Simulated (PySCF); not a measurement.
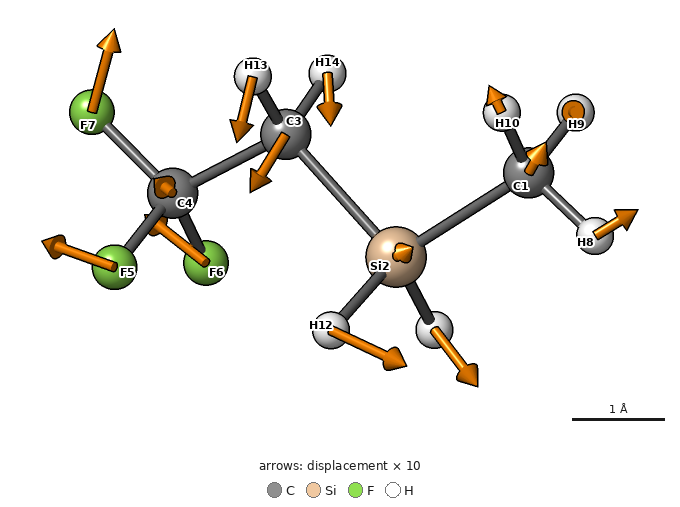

A relaxation of C3H7F3Si. The starting structure is drawn; orange arrows show the displacements, magnified 10 times. The two geometries are superimposed by the best rigid fit.

The picture is a ball-and-stick view, seen at a tilt.

The start comes from GFN2-xTB. Its atoms were then displaced at random by about 0.01 Å.

Theory: PBE0-D3(BJ)/def2-SVP geometry optimisation, gas phase in PySCF. 

**Describe the change and its energy.**

The energy falls by 0.107 eV in 4 geometry steps. The atom that moves furthest after the best rigid fit is an H atom (0.12 Å). Largest moves by element: H 0.12 Å, F 0.11 Å, C 0.08 Å, Si 0.03 Å. Some distances before and after: C–C 1.540 → 1.501 Å, H–Si 1.461 → 1.493 Å, C–H 1.084 → 1.101 Å, C–Si 1.866 → 1.877 Å. Among the angles between lasting bonds that change: Si–C–C 110.6° → 116.3°, Si–C–H 112.5° → 109.0°, H–Si–H 112.1° → 108.8°. Cost: 65 s on 1 thread of Arm Neoverse N1, on a shared host.
